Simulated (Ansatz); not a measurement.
## Electronic structure of Cl$_{2}$FH$_{2}$O$_{2}$Ta in real space

```yaml
atoms:
  - { symbol: Ta, position_ang: [-0.0549, 0.0218, 0.0016] }
  - { symbol: O, position_ang: [1.8298, -0.1192, 0.0546] }
  - { symbol: H, position_ang: [2.4388, -0.2937, 0.7841] }
  - { symbol: Cl, position_ang: [-0.0383, -0.0578, 2.3982] }
  - { symbol: F, position_ang: [-0.0011, -0.0638, -1.8837] }
  - { symbol: Cl, position_ang: [-1.0040, 2.1395, -0.0305] }
  - { symbol: O, position_ang: [-1.2047, -1.4788, 0.0302] }
  - { symbol: H, position_ang: [-1.4898, -2.0546, 0.7518] }
```

Core potentials replace the inner electrons of Ta.

Computed with RKS B3LYP/def2-SVP (Ansatz).

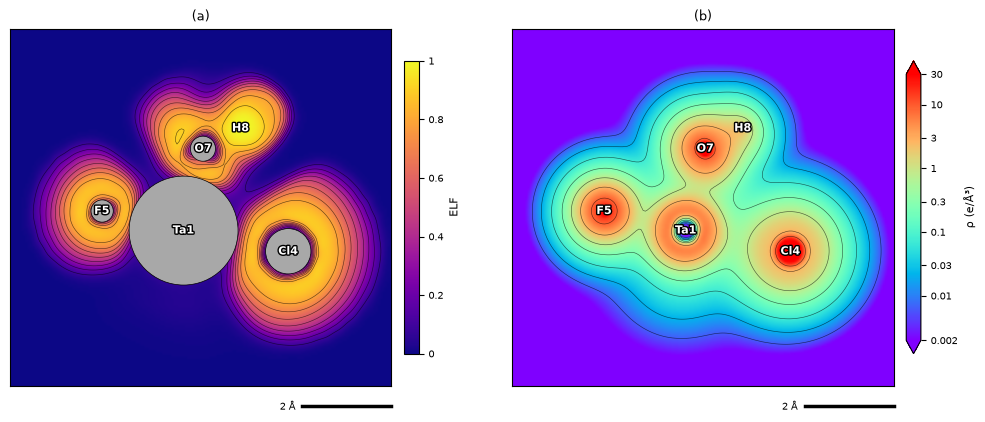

Figure 1. (a) ELF; (b) electron density on the plane of atoms Cl4, Ta1 and O7. Grey discs cover the atomic cores in the ELF map.

Describe what can be read from this map.

Answer. Atoms in the plane: Ta, Cl, F, O and H. Ta–F (1.89 Å): ρ at the midpoint is about 0.99 e/Å³; the ELF peaks at about 0.85 in the valence shell of F, 0.5 Å from its nucleus, and drops to about 0.20 between the two atoms. Ta–O (1.89 Å): ρ at the midpoint is about 1 e/Å³; the ELF peaks at about 0.85 in the valence shell of O, 0.6 Å from its nucleus, and drops to about 0.25 between the two atoms. O–H (0.97 Å): ρ is about 3.6 e/Å³ halfway; the ELF climbs to about 1 towards the hydrogen, as it does in any bond to H (an ordinary covalent bond to hydrogen). Ta–Cl (2.40 Å): ρ is about 0.54 e/Å³ halfway; the ELF peaks at about 0.85 in the valence shell of Cl, 0.8 Å from its nucleus, and is about 0.35 at the midpoint.

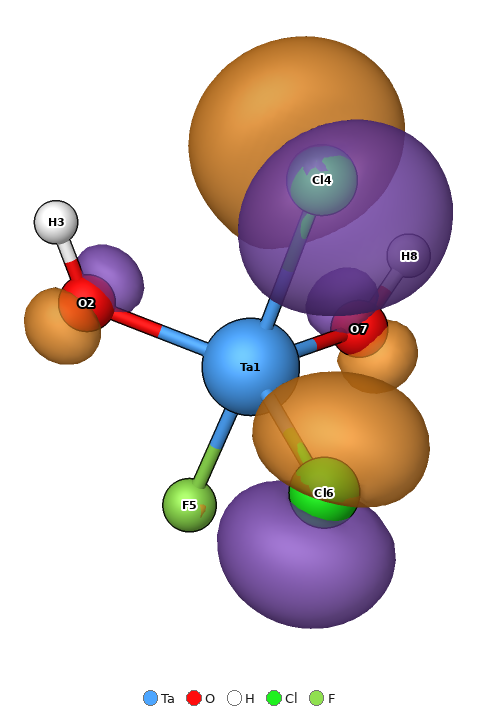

Figure 2. One frontier orbital at ±0.1 Å⁻³ᐟ² (orange and purple are the two phases), seen at a tilt.

Which orbital is it: HOMO or LUMO?

Answer. The HOMO, at −8.58 eV. By Hirshfeld shares it lies mainly on Cl4 (about 65 %) and Cl6 (about 25 %).

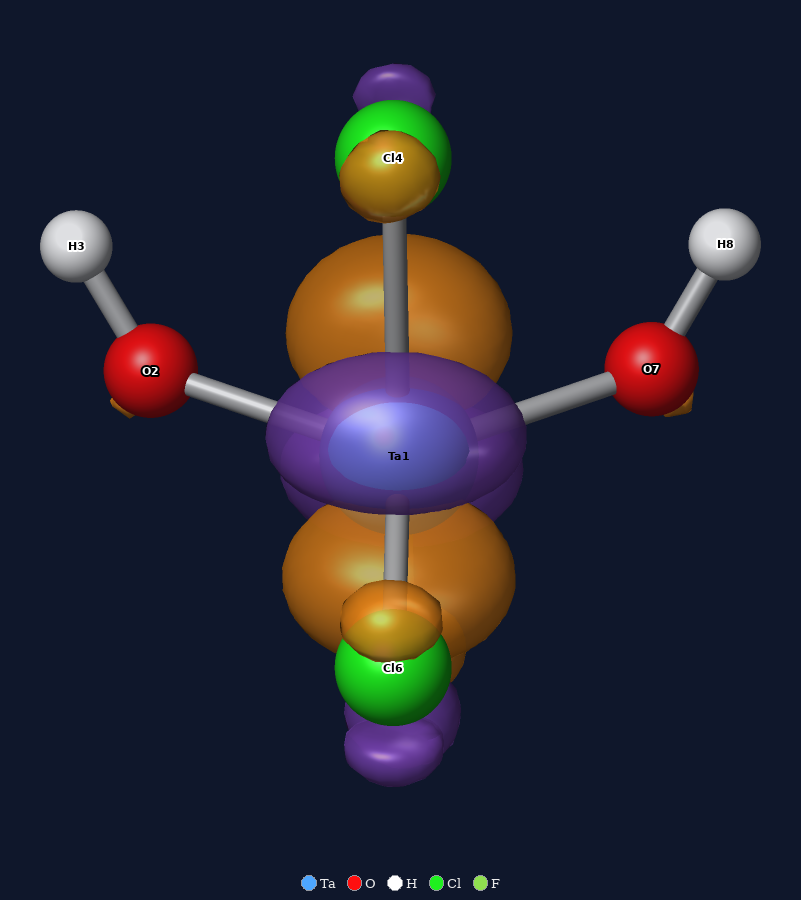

Figure 3. The LUMO at ±0.2 Å⁻³ᐟ² (orange and purple are the two phases), seen across its widest extent.

Describe this orbital and give its energy.

Answer. By Hirshfeld shares it lies mainly on Ta1 (about 70 %), Cl6 (about 10 %), Cl4 (about 10 %) and F5 (about 10 %). Its energy is −2.95 eV.
